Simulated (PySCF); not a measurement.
## Excited-state calculation, with input and output: C2H8N2Si2 (charge +2)

- system: C2H8N2Si2, charge +2
- method: TDDFT KT2/def2-SVPD, vertical, gas phase, core orbitals frozen in the response (PySCF 2.14.0)

The run did not end well. The geometry comes from this level: GFN2-xTB.

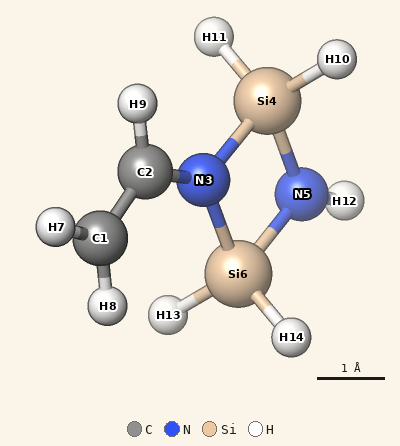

The structure as given in the input (ball-and-stick view, seen at a tilt; atoms are numbered from 1 in the order of the input). Bond lengths as drawn: C–C 1.33 Å, C–H 1.07 to 1.08 Å, C–N 1.37 Å, H–N 1.00 Å, H–Si 1.46 Å and N–Si 1.74 to 1.76 Å.

## The input
```
{"job": {"kind": "uv", "xc": "KT2", "basis": "def2-SVPD", "nstates": 12, "ntriplets": 5, "tda": false, "scf": {"max_cycle": 66}}, "charge": 2, "multiplicity": 1}
C      2.427897     0.350036     0.410105
C      1.437089    -0.523536     0.553141
N      0.111461    -0.250271     0.375230
Si    -1.315836    -1.257989     0.511686
N     -2.129117     0.214765     0.078305
Si    -0.721870     1.231790    -0.062327
H      3.451690     0.066568     0.567343
H      2.231056     1.371386     0.132519
H      1.645924    -1.550497     0.833608
H     -1.572394    -1.725350     1.871346
H     -1.380523    -2.315807    -0.492987
H     -3.102154     0.418151    -0.049925
H     -0.445687     1.690340    -1.420045
H     -0.638214     2.279941     0.949860
```

The first line tells a small driver script what to run in PySCF; the rest is the geometry in Å.

Launched with:
```bash
OMP_NUM_THREADS=1 python <driver script> task.json out
```

## The program's output
```
final grid: 111232 points
cycle   1  E = -776.5359471578  dE =  1.532e+00  |g| = 6.076e-01  |ddm| = 5.850e+00
cycle   2  E = -774.9766002369  dE =  1.559e+00  |g| = 2.151e+00  |ddm| = 3.215e+00
cycle   3  E = -776.3167657610  dE = -1.340e+00  |g| = 8.394e-01  |ddm| = 2.014e+00
cycle   4  E = -776.5650681639  dE = -2.483e-01  |g| = 4.830e-01  |ddm| = 1.855e+00
cycle   5  E = -776.6243565907  dE = -5.929e-02  |g| = 3.417e-01  |ddm| = 6.270e-01
cycle   6  E = -776.3447199076  dE =  2.796e-01  |g| = 9.037e-01  |ddm| = 1.697e+00
cycle   7  E = -776.6530409224  dE = -3.083e-01  |g| = 1.853e-01  |ddm| = 1.189e+00
cycle   8  E = -776.3047274044  dE =  3.483e-01  |g| = 8.423e-01  |ddm| = 1.635e+00
cycle   9  E = -776.3050446312  dE = -3.172e-04  |g| = 8.419e-01  |ddm| = 1.775e-03
cycle  10  E = -776.3238101823  dE = -1.877e-02  |g| = 8.131e-01  |ddm| = 1.146e-01
[... 46 cycles left out ...]
cycle  57  E = -776.6047768165  dE = -2.887e-01  |g| = 3.963e-01  |ddm| = 1.729e+00
cycle  58  E = -776.2482221060  dE =  3.566e-01  |g| = 9.312e-01  |ddm| = 1.756e+00
cycle  59  E = -776.1454491279  dE =  1.028e-01  |g| = 1.074e+00  |ddm| = 3.596e-01
cycle  60  E = -776.5757409337  dE = -4.303e-01  |g| = 4.581e-01  |ddm| = 1.946e+00
cycle  61  E = -776.5706956440  dE =  5.045e-03  |g| = 4.749e-01  |ddm| = 5.349e-02
cycle  62  E = -776.5628897759  dE =  7.806e-03  |g| = 4.748e-01  |ddm| = 1.157e-01
cycle  63  E = -776.5654636581  dE = -2.574e-03  |g| = 4.654e-01  |ddm| = 6.802e-02
cycle  64  E = -776.5789219413  dE = -1.346e-02  |g| = 4.386e-01  |ddm| = 1.257e-01
cycle  65  E = -776.3082337843  dE =  2.707e-01  |g| = 8.488e-01  |ddm| = 1.807e+00
cycle  66  E = -776.6389471151  dE = -3.307e-01  |g| = 2.486e-01  |ddm| = 1.730e+00
SCF not converged, last energy = -776.6389471151
```

## What the run reported

| quantity | value |
| --- | --- |
| outcome | not converged |
| total energy | −776.638947 hartree |
| HOMO | −16.55 eV |
| LUMO | −16.42 eV |
| hardware | 1 CPU thread, shared host |
| wall time | 4.8 min |
| peak memory | 0.49 GiB |

## What went wrong

Some settings of this run were drawn to be unusual or wrong. The run did not converge. At least one of its steps failed, so the values that rest on that step are not results.
